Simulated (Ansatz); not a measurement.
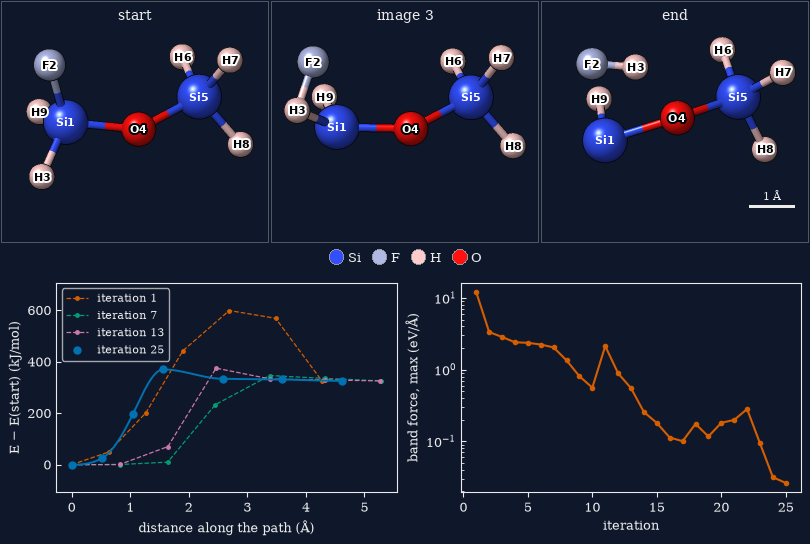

A nudged-elastic-band calculation for Si₂H₅OF. Images are numbered from 0 (start) to 6 (end). The plot follows the band through its iterations. Style: ball-and-stick. Shown from a free direction.

Computed with RKS PBE0-D4/6-31G* in Ansatz 0.2.0. Settings: 5 movable images; climbing image; force threshold 0.03 eV/Å; iteration limit 60; starting path through a guess of the saddle point.

**Did the band converge, and can the barrier be trusted?**

The result is final at these settings. The band converged in 25 iterations. The largest component of the band force went from 12 to 0.026 eV/Å. The climbing image converged on the top of the path. Its vibrational analysis gives one imaginary mode (1135i cm⁻¹), as a transition state must have. The first iteration put the highest image at 598.9 kJ/mol. The energy climbs by 370.1 kJ/mol to image 3 and then falls by 44.6 kJ/mol, so the end point sits at +325.5 kJ/mol.

Cost: 6.1 min on 1 thread of Arm Neoverse V2 (shared host), peak memory 0.17 GiB.
